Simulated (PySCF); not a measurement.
**Run report: C₇H₉O, EPR calculation**

The run: EPR calculation of C₇H₉O, multiplicity 2. Method and program: UKS B3LYP, pcH-1 on C H O, non-relativistic, mean-field spin-orbit, GIAO (PySCF 2.14.0).

It belongs to a series of runs on one base structure; here: H removed from O.

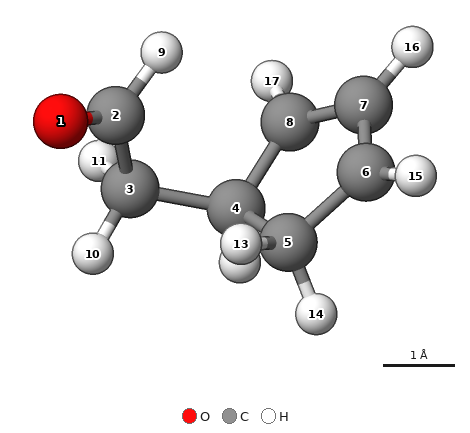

**Figure 1.** The structure (ball-and-stick view, seen at a tilt; atoms are numbered from 1 in the order of the input). Bond lengths as drawn: C–C 1.37 to 1.54 Å, C–H 1.07 to 1.11 Å and C–O 1.20 Å.

**Input**
```
{"job": {"kind": "epr", "basis": "pcH-1"}, "charge": 0, "multiplicity": 2}
O     -1.712344    -2.408754    -0.777096
C     -1.495403    -1.343471    -0.271841
C     -1.304089    -0.055070    -1.013556
C     -0.081892     0.726052    -0.491040
C      1.233538    -0.076778    -0.595390
C      1.749605    -0.123628     0.803880
C      0.898361     0.544796     1.651707
C     -0.179326     1.057273     0.963926
H     -1.420482    -1.230303     0.827646
H     -1.210240    -0.254179    -2.082701
H     -2.201781     0.548327    -0.850413
H     -0.021352     1.647485    -1.083973
H      1.062323    -1.083367    -0.988282
H      1.952196     0.403876    -1.265500
H      2.662716    -0.619349     1.073512
H      1.052363     0.653868     2.711584
H     -0.991191     1.625252     1.377625
```

The first line tells a small driver script what to run in PySCF; the rest is the geometry in Å.

Run on 1 CPU thread, shared host.

Launch command:
```bash
OMP_NUM_THREADS=1 python <driver script> task.json out
```

**The program's output**
```
UKS, coarse grid
  cycle   1  E = -347.18687428  |g| = 6.08e-01
  cycle   2  E = -346.70882757  |g| = 1.26e+00
  cycle   3  E = -347.32709781  |g| = 1.63e-01
  cycle   4  E = -347.33861229  |g| = 6.15e-02
  cycle   5  E = -347.34043070  |g| = 1.43e-02
  cycle   6  E = -347.34052777  |g| = 8.02e-03
  cycle   7  E = -347.34057297  |g| = 3.08e-03
  cycle   8  E = -347.34058324  |g| = 1.75e-03
  cycle   9  E = -347.34058472  |g| = 4.56e-04
UKS, final grid
  cycle   1  E = -347.34056322  |g| = 7.73e-04
  cycle   2  E = -347.34056250  |g| = 1.60e-03
  cycle   3  E = -347.34056345  |g| = 1.49e-04
  cycle   4  E = -347.34056346  |g| = 2.87e-05
E = -347.34056346 Eh   <S^2> = 0.7740 (exact 0.7500)
g shifts (ppm)      1          2          3
  rmc          -147       -147       -147
  gc              2         32         23
  oz_so         -47        521        916
  total        -191        406        792
hyperfine (MHz)  atom isotope    a_iso     a_fc   dipolar eigenvalues
    0   17O      -0.55      -0.55     -3.14      1.16      1.99
    1   13C       1.07       1.07     -1.16     -0.28      1.45
    2   13C      28.96      28.96     -2.98     -2.66      5.64
    3   13C     -19.39     -19.39     -0.52     -0.08      0.60
    4   13C     -19.15     -19.15     -0.85      0.02      0.83
    5   13C      53.89      53.89    -50.53    -48.85     99.38
    6   13C     -45.27     -45.27    -27.24     12.12     15.12
    7   13C      55.34      55.34    -51.50    -49.83    101.33
    8    1H       1.36       1.36     -3.56     -1.90      5.47
    9    1H       0.32       0.32     -1.93     -1.36      3.28
   10    1H      -1.67      -1.67     -2.78     -1.69      4.47
   11    1H      73.42      73.42     -3.53     -2.01      5.55
   12    1H      68.75      68.75     -3.66     -1.98      5.64
   13    1H      72.20      72.20     -3.80     -1.89      5.69
   14    1H     -41.40     -41.40    -24.67     -0.19     24.86
   15    1H      10.56      10.56     -4.69     -0.54      5.23
   16    1H     -42.13     -42.13    -25.23      0.03     25.19
```

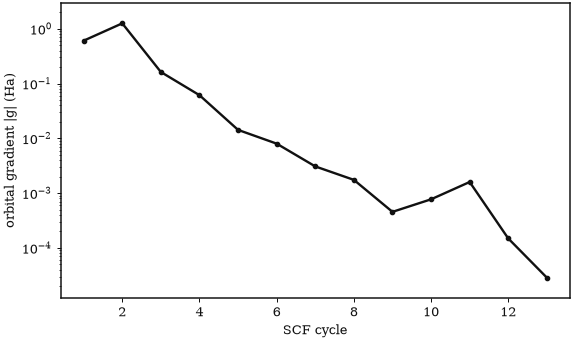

**Figure 2.** Convergence of the self-consistent field: orbital gradient |g| against the SCF cycle. All cycles printed in the log are drawn one after another.

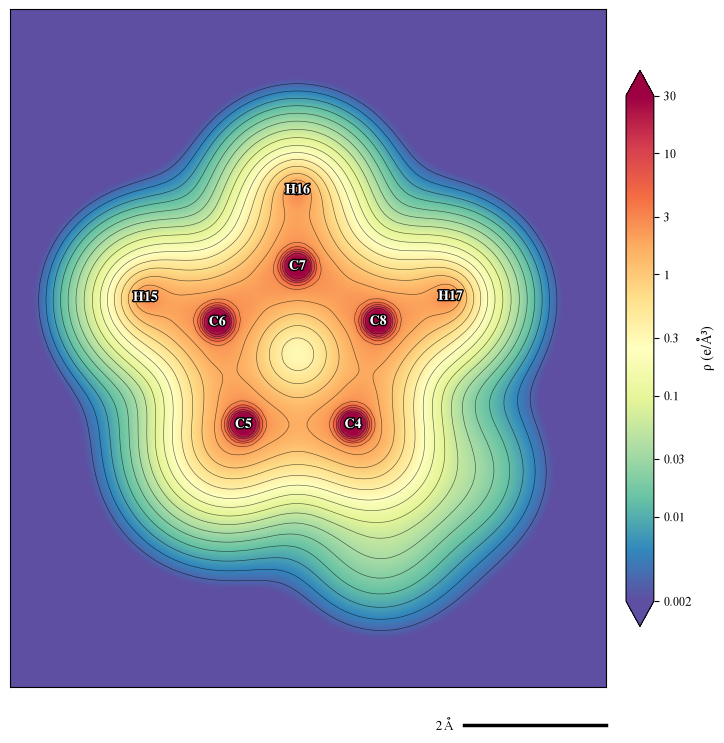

**Figure 3.** Total electron density on the plane of atoms C4, C8 and H17. C–C (1.54 Å): ρ at the midpoint is about 1.6 e/Å³.

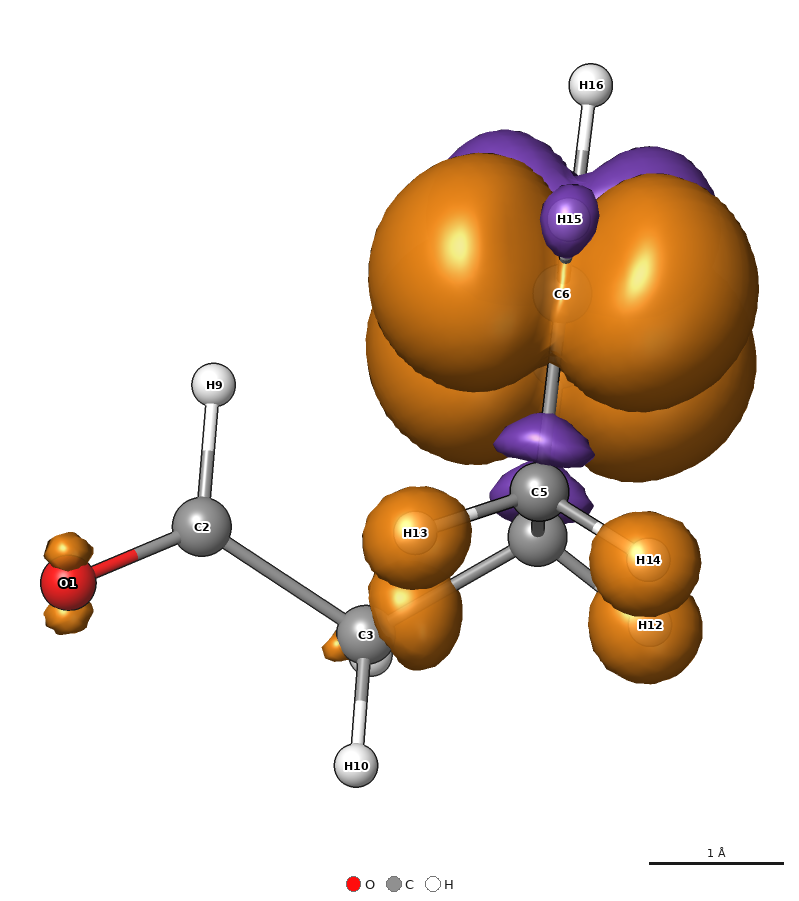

**Figure 4.** Isosurfaces of the spin density (α minus β) at +0.02 (orange) and −0.02 e/Å³ (purple), seen at an oblique angle. The unpaired spin (1 electron) lies mostly on C8 (about 0.4) and C6 (about 0.4), in electrons by Hirshfeld's partition.

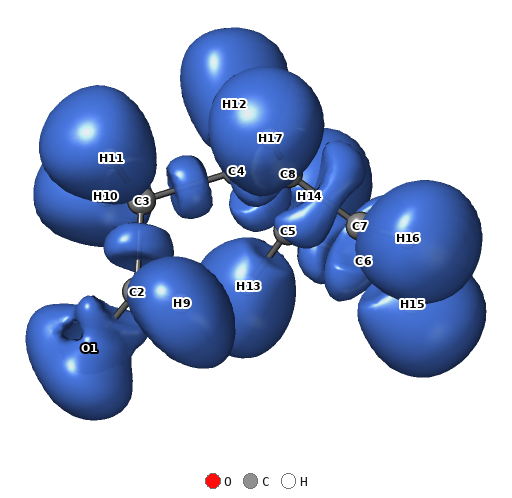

**Figure 5.** Isosurface of the electron localisation function at 0.75 (blue), seen from the side. Core shells and regions of very low density are left out. Along the contacts the grid gives the following. C–O (1.20 Å): the ELF peaks at about 0.90 between the atoms (a double or triple bond).

**Summary**

- outcome: converged
- total energy: −347.340563 hartree
- ⟨S²⟩: 0.774
- isotropic g: 2.0027
- wall time: 66 s
- peak memory: 1 GiB
